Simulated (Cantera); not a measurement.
Feed: 1 mol Al, a varied amount of HCl, 0.32 mol H₂, held at 523 K and 13.3 mbar.

These are equilibrium values from Cantera (NASA tables, ideal gas, pure condensed phases), not measurements of a reactor. Candidate condensed phases: Al, AlCl₃; 12 gas species. Equilibrium is a limit: real reactors are often held back by kinetics, nucleation or transport.

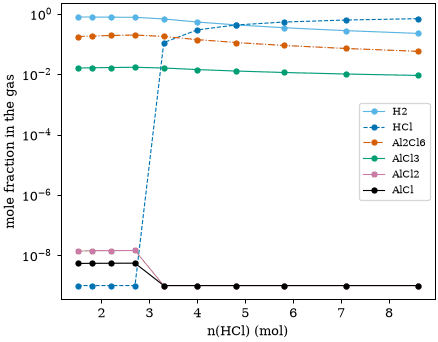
Figure. Equilibrium gas composition (values under 1e-9 drawn at 1e-9)

From 1.5 mol HCl to 2.7 mol HCl the condensed part is Al(s). From 3.3 mol HCl to 8.6 mol HCl nothing is condensed. The main Al-bearing gas is Al₂Cl₆ throughout.
